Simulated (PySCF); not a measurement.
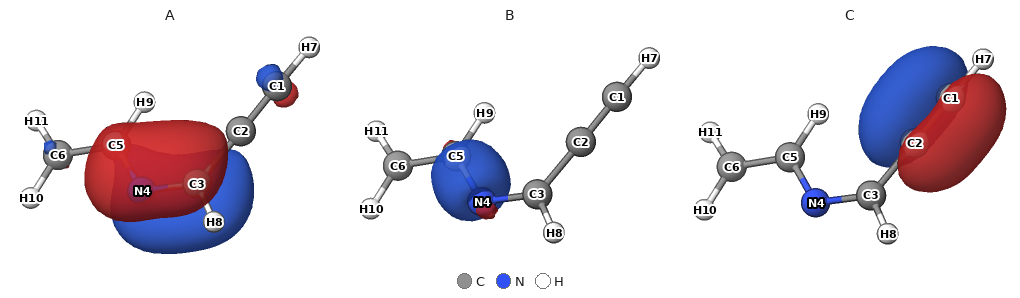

*C₅H₅N, SMILES `C#C/C=N\C=C`. Intrinsic bond orbitals (IBO), occupied; each surface holds about 85 % of the orbital's density. Energies are diagonal elements of the Fock matrix.*

PySCF calculation, B3LYP/6-311+G**, gas phase; geometry: GFN2-xTB. No frequency check shows the geometry to be a minimum.

Identify each orbital.

Answer. By panel:
- A: π bond N4–C3 (N4 52 %, C3 42 %; −9.9 eV)
- B: σ bond N4–C5 (N4 57 %, C5 42 %; −18.8 eV)
- C: π bond C1–C2 (C1 51 %, C2 48 %; −8.9 eV)

The PySCF run took 44 s on 1 thread of Intel(R) Xeon(R) Processor @ 2.50GHz (Skylake/Cascade Lake), on a shared host, peak memory 0.63 GiB.
